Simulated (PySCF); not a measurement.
System: C5H12B2S.

Input

```
{"job": {"kind": "nmr", "xc": "PBE0", "basis": "pcSseg-1"}, "charge": 0, "multiplicity": 1}
B     -1.682288     1.776810    -1.039621
C     -0.433707     1.033596    -0.444521
S      0.621695     0.231200    -1.720251
C      2.118223     0.044281    -0.697398
C      1.886107    -0.891994     0.484849
B      0.564296    -0.682925     1.311504
C     -0.702719     0.056763     0.715155
C     -1.685546    -1.032015     0.239327
H     -2.568217     2.053908    -0.328620
H     -1.696140     2.110868    -2.157326
H      0.199480     1.850229    -0.064410
H      2.889544    -0.334170    -1.368330
H      2.409605     1.040633    -0.358630
H      1.811562    -1.915947     0.096854
H      2.780366    -0.888762     1.115100
H      0.476858    -1.181461     2.369418
H     -1.218138     0.630265     1.495980
H     -2.625127    -0.577934    -0.070323
H     -1.267038    -1.562263    -0.613468
H     -1.883964    -1.750405     1.031677
```

Run with:

```sh
OMP_NUM_THREADS=1 python probes_run.py task.json out
```

Geometry: GFN2-xTB.

All numbers below come from PySCF 2.14.0, PBE0/pcSseg-1, SCF density, gas phase, non-relativistic.

Predict the electron density and electron localisation function between the atoms.

C–B (1.57 Å): ρ is about 1.4 e/Å³ halfway; the ELF peaks at about 1 between the atoms; a shared electron pair.
B–H (1.17 Å): ρ at the midpoint is about 1.3 e/Å³; the ELF climbs to about 1 towards the hydrogen, as it does in any bond to H; a covalent bond by its length.

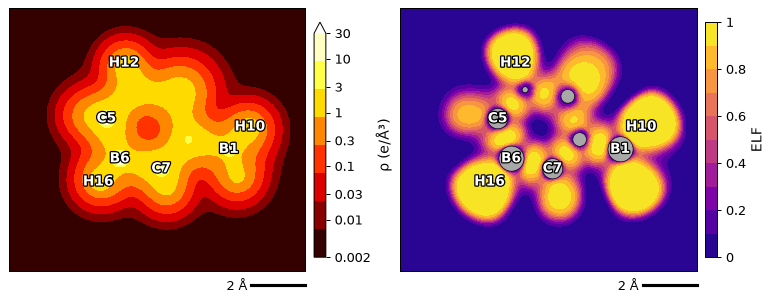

Computed electron density and electron localisation function on the plane of atoms C5, B6 and H16, in this order. Grey discs cover the atomic cores in the ELF map. 
